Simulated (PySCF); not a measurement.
PI (triplet)

```yaml
atoms:
  - { symbol: P, position_ang: [0.0000, 0.0000, -1.9163] }
  - { symbol: I, position_ang: [0.0000, 0.0000, 0.4677] }
```

Core potentials replace the inner electrons of I.

Computed with PBE0/cc-pVTZ(-PP), non-relativistic Hamiltonian with scalar-relativistic core potentials where named, at a bond length of 2.384 Å (PySCF).

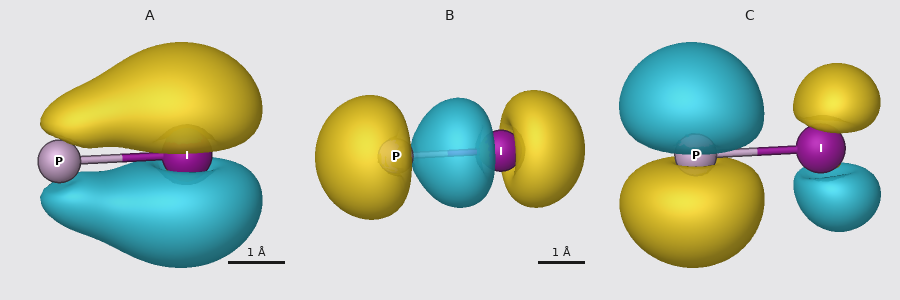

Figure 1. Three frontier β-spin orbitals, each drawn at the value that holds 80 % of its norm (yellow and cyan are the two phases), in no order; of a degenerate pair one member is drawn.

**Name the orbitals and rank them from lowest to highest energy.**

Orbital B: σ, occupied in this spin, −9.18 eV; shared between the atoms (P 55 %, I 45 %).
Orbital A: π, occupied in this spin, −8.37 eV; mainly on I (85 %).
Orbital C: π, empty in this spin, −2.99 eV; mainly on P (80 %).

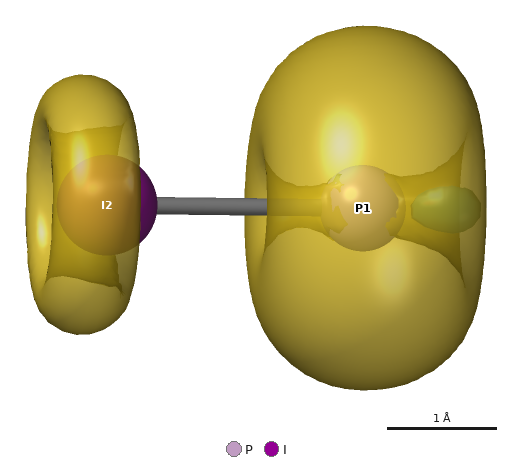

Figure 2. Isosurfaces of the spin density (α minus β) at +0.03 (yellow) and −0.03 e/Å³ (cyan), seen from one side.

**Which atoms carry the spin?**

The unpaired spin (2 electrons) lies mostly on P1 (about 1.7) and I2 (about 0.3), in electrons by Hirshfeld's partition.

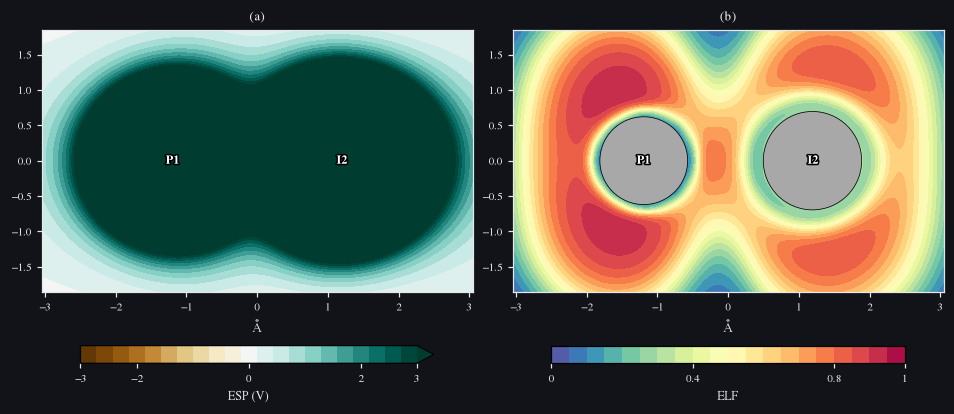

Figure 3. (a) molecular electrostatic potential; (b) electron localisation function on a plane that holds the molecular axis. Grey discs cover the atomic cores in the ELF map.

**Read the bonding off the picture.**

- The section cuts through P and I sites.
- P–I (2.38 Å): the ELF peaks at about 0.80 between the atoms, as expected for localised, covalent bonding.
- The ELF also peaks beside I2 and P1, away from the bonds: non-bonding electrons, paired or unpaired.
- The potential has no marked negative region in this plane.
